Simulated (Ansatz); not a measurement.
## C2H7ClMg: phonon calculation

- system: C2H7ClMg
- method: RKS PBE0/def2-SVP (Ansatz 0.2.0)

It belongs to a series of runs on one base structure; here: vibrations at the highest image of the band. Figures and captions count atoms from 1; the log counts them from 0 in places.

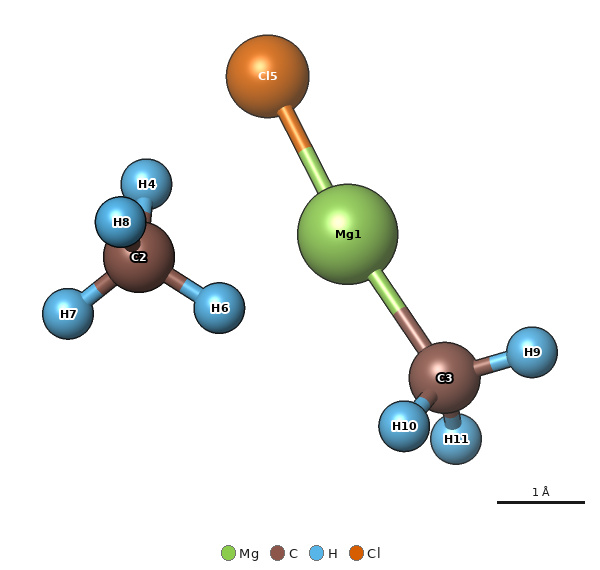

**Figure 1.** The input geometry (ball-and-stick view, seen at a tilt; atoms are numbered from 1 in the order of the input). Sticks mark near contacts. Bond lengths as drawn: Cl–Mg 2.22 Å, C–H 1.10 Å and C–Mg 2.08 Å.

**The input**
```yaml
crystal:
  periodic: [false, false, false]
  atoms:
    - { symbol: Mg, position_ang: [-0.780964, 1.228465, 0.149456] }
    - { symbol: C, position_ang: [1.645429, -0.710563, 0.865509] }
    - { symbol: C, position_ang: [-1.712131, 0.076823, -1.314768] }
    - { symbol: H, position_ang: [1.528647, 0.28538, 1.32059] }
    - { symbol: Cl, position_ang: [-0.060795, 2.704354, 1.647334] }
    - { symbol: H, position_ang: [0.972712, -0.853191, 0.004933] }
    - { symbol: H, position_ang: [1.425211, -1.478708, 1.618335] }
    - { symbol: H, position_ang: [2.680661, -0.818914, 0.516709] }
    - { symbol: H, position_ang: [-1.750382, 0.609366, -2.280297] }
    - { symbol: H, position_ang: [-1.195808, -0.881401, -1.491918] }
    - { symbol: H, position_ang: [-2.75268, -0.161512, -1.035881] }
basis:
  gaussian: { orbitals: def2-SVP }
hamiltonian:
  xc: pbe0
phonons: {}
```

Run as:
```bash
ansatz run input.yaml --threads 2 --pin off --max-ram 3072MiB --backend cpu --events-out ev --progress --plain --runs-dir out
```

**Output**
```
Engine: ansatz 0.2.0, x86_64-unknown-linux-gnu
Functional definition: PBE0
  parameter a = 0.25
  parameter kappa = 0.804
  parameter beta = 0.06672455060314922
  exchange = (1 - a)*pbe_x(kappa = kappa, mu = beta*pi^2/3) + a*exact_x
  correlation = pbe_c(beta = beta)
1026 factors; integrals over basis functions are off by at most 3.8e-4 eV
mean field evaluation 1: about -20131.1451 eV, gradient 5.9e1 eV
mean field evaluation 2: about -20126.4374 eV, gradient 6.8e1 eV
mean field evaluation 4: about -20140.1364 eV, gradient 3.1e0 eV
mean field evaluation 8: about -20140.2045 eV, gradient 2.4e-1 eV
mean field evaluation 16: about -20140.2047 eV, gradient 2.0e-5 eV
mean field -20140.20467344 eV, -740.1388702280 hartree, gradient 2.0e-5 eV, S^2 0.000000; 0 other end points of the search recorded, 0 dependent functions left out
the calculation of the forces begins
reference -20140.20470975 eV, -740.1388715622 hartree; 24, 24 occupied and 75, 75 virtual orbitals, 1026 factors
these checks for a lower state are left out or cut short: stability, starts, cluster_reference, orbital_swaps, neighbouring_geometries, increment
1026 factors; integrals over basis functions are off by at most 3.8e-4 eV
mean field -20140.20465834 eV, -740.1388696730 hartree, gradient 1.6e-6 eV, S^2 0.000000; 0 other end points of the search recorded, 0 dependent functions left out
[... from here on the field's lines of each further geometry are left out, up to the last ...]
the calculation of the forces begins
reference -20140.20469263 eV, -740.1388709332 hartree; 24, 24 occupied and 75, 75 virtual orbitals, 1026 factors
these checks for a lower state are left out or cut short: stability, starts, cluster_reference, orbital_swaps, neighbouring_geometries, increment
1026 factors; integrals over basis functions are off by at most 3.8e-4 eV
mean field -20140.20465818 eV, -740.1388696672 hartree, gradient 2.9e-6 eV, S^2 0.000000; 0 other end points of the search recorded, 0 dependent functions left out
the calculation of the forces begins
reference -20140.20469449 eV, -740.1388710015 hartree; 24, 24 occupied and 75, 75 virtual orbitals, 1026 factors
WARN: phonons: modes at or below zero, which the zero-point energy, F, S and C_V leave out: 2, the lowest at -46.42 cm⁻¹. A minimum has none, and a first-order saddle one
Total energy: -20140.20470975 eV, -740.1388715622 hartree
Atom 0 at    -0.780964     1.228465     0.149456 Å, force    -0.000158    -0.000376     0.000176 eV/Å
Atom 1 at     1.645429    -0.710563     0.865509 Å, force    -0.000773     0.000801     0.002329 eV/Å
Atom 2 at    -1.712131     0.076823    -1.314768 Å, force     0.000277     0.000425     0.000495 eV/Å
Atom 3 at     1.528647     0.285380     1.320590 Å, force     0.000316    -0.000337    -0.001176 eV/Å
Atom 4 at    -0.060795     2.704354     1.647334 Å, force    -0.000144     0.000223     0.000101 eV/Å
Atom 5 at     0.972712    -0.853191     0.004933 Å, force     0.001027    -0.000068    -0.000659 eV/Å
Atom 6 at     1.425211    -1.478708     1.618335 Å, force    -0.000103    -0.000388    -0.001053 eV/Å
Atom 7 at     2.680661    -0.818914     0.516709 Å, force    -0.000139    -0.000005    -0.000127 eV/Å
Atom 8 at    -1.750382     0.609366    -2.280297 Å, force     0.000207    -0.000710    -0.000114 eV/Å
Atom 9 at    -1.195808    -0.881401    -1.491918 Å, force    -0.000741     0.000283     0.000385 eV/Å
Atom 10 at    -2.752680    -0.161512    -1.035881 Å, force     0.000231     0.000152    -0.000357 eV/Å
Dipole moment:     0.030615    -0.424024    -0.241881 e Å
Vibrations: -46.42 -25.79 71.17 77.86 93.83 122.29 124.32 203.10 371.81 589.61 593.56 623.92 1150.26 1289.88 1318.55 1330.12 1422.06 1422.92 1530.83 1543.14 3022.53 3040.33 3140.62 3143.52 3163.13 3178.25 3205.29 cm⁻¹, zero-point energy 2.217638 eV
```

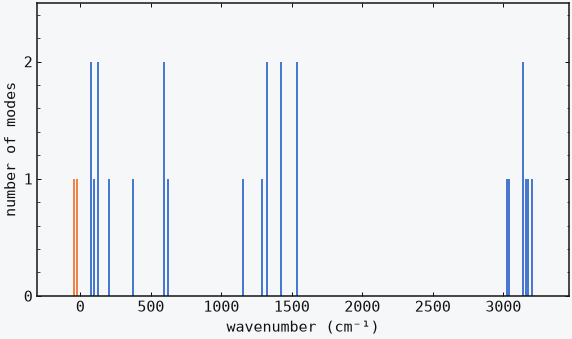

**Figure 2.** Harmonic vibrational wavenumbers from the force constants; neighbouring modes closer than 15 cm⁻¹ are counted in one stick, and imaginary ones are drawn at negative wavenumbers. 27 modes from 46i to 3205 cm⁻¹, 2 imaginary beyond 8i (46i, 26i cm⁻¹): not a minimum.

**Summary**

| quantity | value |
| --- | --- |
| outcome | converged |
| total energy | −20140.2047 eV |
| mean-field energy | −20140.2047 eV |
| largest force (length of the vector) | 0.003 eV/Å |
| hardware | 2 threads of Intel Xeon (Granite Rapids), 64 GiB of memory available, shared host |
| wall time | 53 s (CPU time 1.7 min) |
| peak memory | 0.21 GiB |
